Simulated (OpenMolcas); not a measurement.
```
&GATEWAY
Basis set
Pm.ANO-RCC-VDZP.
Pm1 0.0 0.0 0.0 Angstrom
End of basis
Basis set
F.ANO-RCC-VDZP.
L1 1.379867 1.379867 1.379867 Angstrom
L2 1.379867 1.379867 -1.379867 Angstrom
L3 1.379867 -1.379867 1.379867 Angstrom
L4 1.379867 -1.379867 -1.379867 Angstrom
End of basis
Basis set
Ca.EMB-AIMP.Pascual.0s.0s.ECP.CaF2.
PseudoCharge
* 21 symmetry-unique lattice sites within 7.6 angstrom
End of basis
Basis set
F.EMB-AIMP.Pascual.0s.0s.ECP.CaF2.
PseudoCharge
* 40 symmetry-unique lattice sites within 7.6 angstrom
End of basis
Symmetry
XYZ
AngMom=0.0 0.0 0.0
AMFI
RICD
XField
1348 Angstrom 0
* Evjen-weighted lattice charges
&SEWARD
&RASSCF
FileOrb=start.orb
Symmetry=1
Spin=5
nActEl=4 0 0
Inactive=35 32
Ras2=0 7
CIRoot=35 35 1
SDav=35
CIMx=300
Iter=150 100
PrWF=0.3
OrbListing=Nothing
MaxOrb=0
LevShft=1.0
>>> COPY $Project.JobIph JOB001
&RASSCF
FileOrb=start.orb
Symmetry=1
Spin=3
nActEl=4 0 0
Inactive=35 32
Ras2=0 7
CIRoot=162 162 1
SDav=210
CIMx=300
Iter=150 100
PrWF=0.3
OrbListing=Nothing
MaxOrb=0
CIOnly
LevShft=1.0
>>> COPY $Project.JobIph JOB002
&RASSCF
FileOrb=start.orb
Symmetry=1
Spin=1
nActEl=4 0 0
Inactive=35 32
Ras2=0 7
CIRoot=162 162 1
SDav=196
CIMx=300
Iter=150 100
PrWF=0.3
OrbListing=Nothing
MaxOrb=0
CIOnly
LevShft=1.0
>>> COPY $Project.JobIph JOB003
&RASSI
NrOfJobIphs=3 33 106 31
1 2 3 4 5 6 7 8 9 10 11 12 13 14 15 16 17 18 19 20 21 22 23 24 25 26 27
28 29 30 31 32 33
1 2 3 4 5 6 7 8 9 10 11 12 13 14 15 16 17 18 19 20 21 22 23 24 25 26 27
28 29 30 31 32 33 34 35 36 37 38 39 40 41 42 43 44 45 46 47 48 49 50 51
52 53 54 55 56 57 58 59 60 61 62 63 64 65 66 67 68 69 70 71 72 73 74 75
76 77 78 79 80 81 82 83 84 85 86 87 88 89 90 91 92 93 94 95 96 97 98 99
100 101 102 103 104 105 106
1 2 3 4 5 6 7 8 9 10 11 12 13 14 15 16 17 18 19 20 21 22 23 24 25 26 27
28 29 30 31
IphNames
JOB001
JOB002
JOB003
EJob
SpinOrbit
DIPRint=1.0
SOCoupling=1000.0
Subsets=2
Property=9
'ANGMOM' 1 'ANGMOM' 2 'ANGMOM' 3 'MLTPL  1' 1 'MLTPL  1' 2 'MLTPL  1' 3
'AMFI' 1 'AMFI' 2 'AMFI' 3
SOProperty=3
'ANGMOM' 1 'ANGMOM' 2 'ANGMOM' 3
```

Launched with:
```bash
OMP_NUM_THREADS=1 MOLCAS_MEM=2457 MOLCAS_PROJECT=a pymolcas a.inp > a.log  # once for each step of the input, in one work folder
```

Computed with OpenMolcas: state-averaged CASSCF, active space 4 electrons in the shell 4f, basis ANO-RCC-VDZP on all atoms, DKH2 scalar Hamiltonian, spin-orbit coupling by RASSI with atomic mean-field integrals.

Pm³⁺ (4f⁴) as a dopant in CaF₂, a cluster with its 8 nearest F⁻ at 2.390 Å (cube) embedded in model potentials and point charges; the geometry was set, not optimised. The cluster and the levels that result:

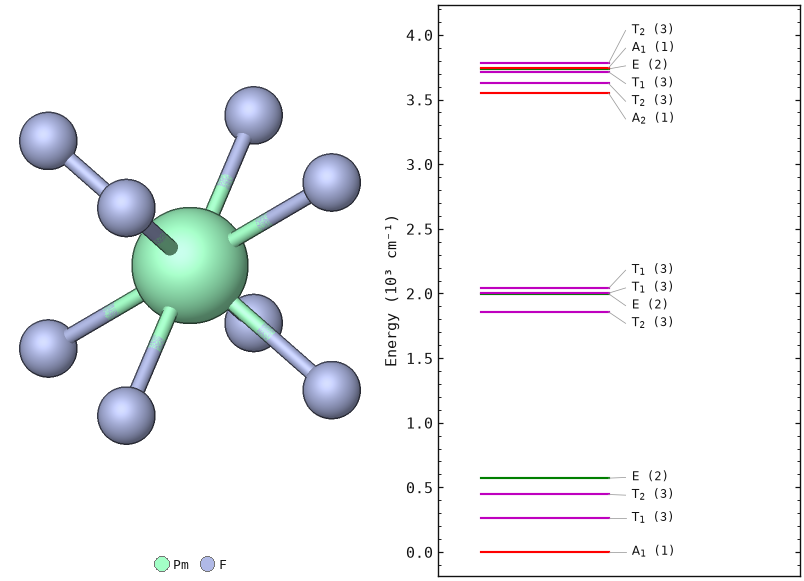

Labels give the representation in O, Td, D4 or D3 as the site allows (double group for half-integer spin) where it could be assigned and, in brackets, the degeneracy; spin-free states, where drawn, share the zero of the spin-orbit levels.

The ground level is A₁, non-degenerate, 98 % from states of spin multiplicity 5, effective J = 4.00, with |mJ| = 0 the largest share (58 %). The next level lies at 261 cm⁻¹ (T₁). The lowest J multiplet spreads over 571 cm⁻¹. The active orbitals hold 99 to 100 % metal character (Löwdin), and the Mulliken charge of the metal is +2.35.

Known limits: high states of lower spin left out of the spin-orbit mixing; the geometry is set by hand, with no relaxation and no charge compensation; spin-free states above about 40,000 cm⁻¹ are left out of the spin-orbit step.
